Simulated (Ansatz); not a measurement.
Cu3Hg (space group Fm-3m, No. 225): the geometry relaxed with Ansatz, DFT PBE, scalar-relativistic, plane waves, PAW; the starting structure was generated, so it need not be a known form of this composition.

```
CELL_PARAMETERS angstrom
6.12588 0.00000 0.00000
0.00000 6.12588 0.00000
0.00000 0.00000 6.12588
ATOMIC_POSITIONS crystal
Cu 0.25000 0.75000 0.75000
Cu 0.25000 0.25000 0.75000
Cu 0.50000 0.00000 0.00000
Hg 0.00000 0.00000 0.00000
Cu 0.25000 0.25000 0.25000
Cu 0.25000 0.75000 0.25000
Cu 0.50000 0.50000 0.50000
Hg 0.00000 0.50000 0.50000
Cu 0.75000 0.75000 0.25000
Cu 0.75000 0.25000 0.25000
Cu 0.00000 0.00000 0.50000
Hg 0.50000 0.00000 0.50000
Cu 0.75000 0.25000 0.75000
Cu 0.75000 0.75000 0.75000
Cu 0.00000 0.50000 0.00000
Hg 0.50000 0.50000 0.00000
```

Describe the stacking along [111], naming the columns A, B, C as they first turn up.

Hg(A) – Cu(B) – Cu(C) – Cu(A) – Hg(B) – Cu(C) – Cu(A) – Cu(B) – Hg(C) – Cu(A) – Cu(B) – Cu(C) (twelve layers in 10.61 Å).

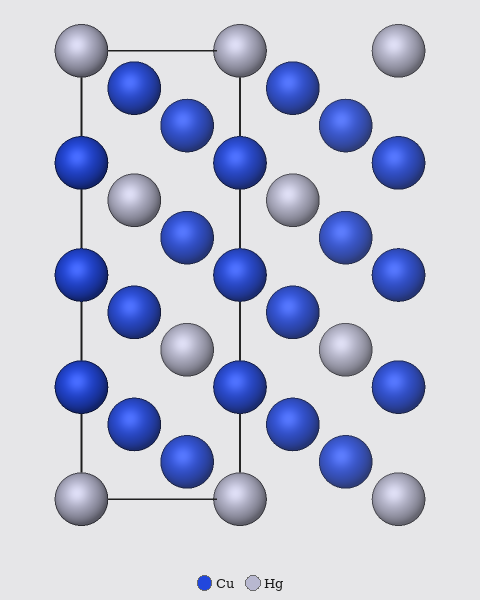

Projection along an edge of the hexagonal mesh, stacking direction [111] upwards. Every atom sits on one of the three columns of the mesh; call them A, B, C in the order in which they first turn up. The box is the hexagonal cell of the face-centred cubic lattice. The sequence starts with the first layer at or above the cell's origin.
